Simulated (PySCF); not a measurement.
C$_{4}$H$_{9}$ClSi$_{2}$ (SMILES ClC1=C[SiH2][SiH2]CC1)

```xyz
16

Cl    2.3802    2.1535    0.7880
C     1.0518    1.1929    0.1693
C    -0.1472    1.7437    0.0477
Si   -1.6694    0.8106   -0.5572
Si   -1.1732   -1.3880   -0.0565
C     0.6197   -1.2667    0.5932
C     1.4396   -0.2168   -0.1709
H    -0.2644    2.7776    0.3410
H    -2.8266    1.4078    0.1218
H    -1.8413    1.0964   -1.9899
H    -1.9882   -2.0585    0.9637
H    -1.1595   -2.2817   -1.2255
H     0.6293   -1.0134    1.6542
H     1.1266   -2.2279    0.5015
H     1.3153   -0.3709   -1.2477
H     2.4998   -0.3497    0.0557
```

Geometry: GFN2-xTB.

Theory: CAM-B3LYP/def2-SVPD, SCF density, gas phase in PySCF 2.14.0.

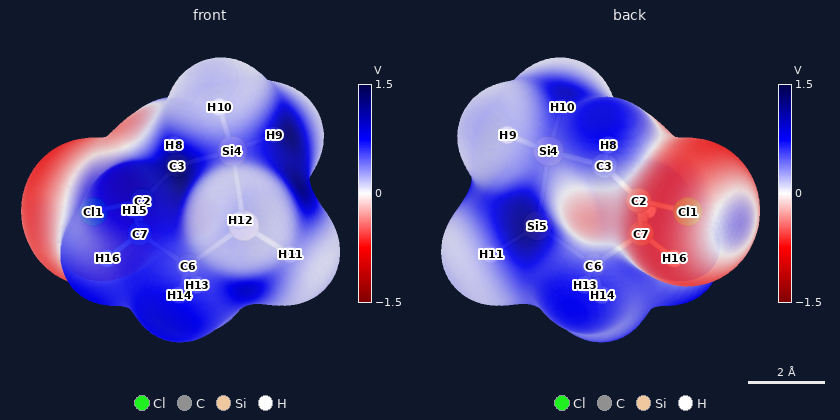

Figure 1. The electrostatic potential painted on the density surface at 0.002 e/bohr³, seen from the front and from behind; red is negative and blue positive.

Q: Which sites attract a positive test charge, and which a negative one?

A: A positive charge is drawn to the negative regions and a negative charge to the positive ones. The most negative region (about −0.6 V) lies over Cl1, the most positive (about +1.3 V) over Si4 and Si5. Cl1 shows a σ-hole: about +0.3 V at the tip opposite its bond, against about −0.5 V on its flanks.

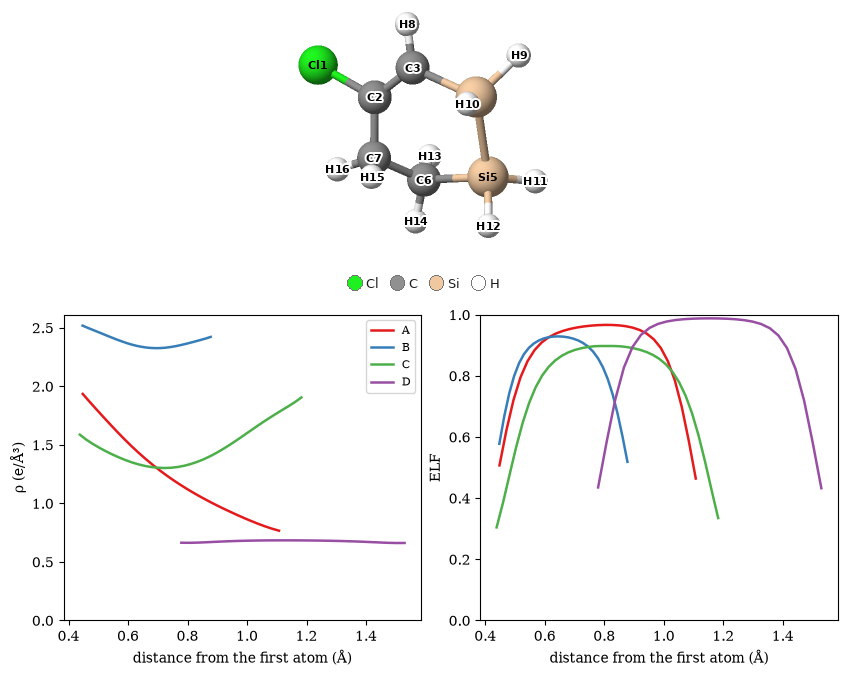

Figure 2. Total electron density and ELF along straight lines between neighbouring atoms. The curves leave out the atomic cores. The structure is drawn too.

Q: Which curve belongs to which contact (C–C, C–Cl, C–Si and Si–Si)? The first atom named is at distance zero.

A: Curve A: C–Si (1.89 Å): the density is about 0.93 e/Å³ at the midpoint; the ELF peaks at about 0.95 between the atoms, as expected for a covalent bond. Curve B: C–C (1.33 Å): the density is about 2.3 e/Å³ at the midpoint; the ELF peaks at about 0.95 between the atoms (a short, multiple covalent bond). Curve C: C–Cl (1.75 Å): the density is about 1.4 e/Å³ at the midpoint; the ELF peaks at about 0.90 between the atoms; localised, covalent bonding. Curve D: Si–Si (2.31 Å): the density is about 0.68 e/Å³ at the midpoint; the ELF peaks at about 1 between the atoms; localised, covalent bonding.
